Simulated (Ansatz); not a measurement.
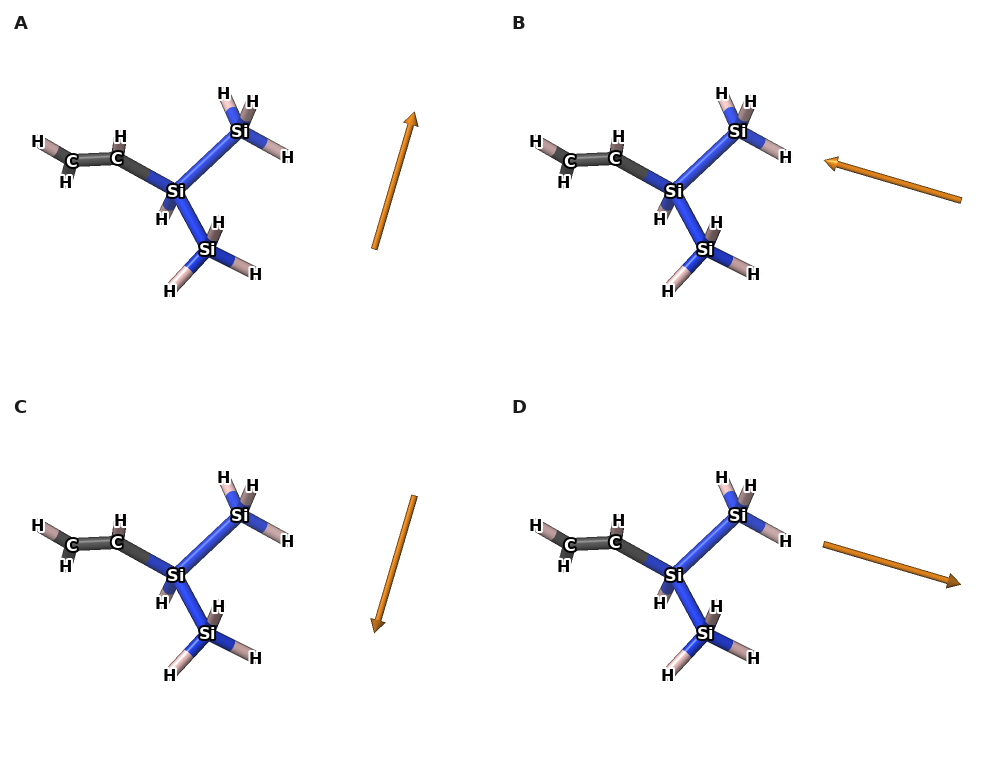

The same molecule four times, each with an arrow. The computed structure is the end point of a PBE0-D4/def2-TZVP optimisation. No frequency run is at hand to confirm it as a minimum. Method: RKS PBE0-D4/def2-TZVP (Ansatz 0.2.0).

Question: Which arrow points along the dipole moment, from the negative to the positive end?

Answer: B. The dipole moment is 0.89 D.
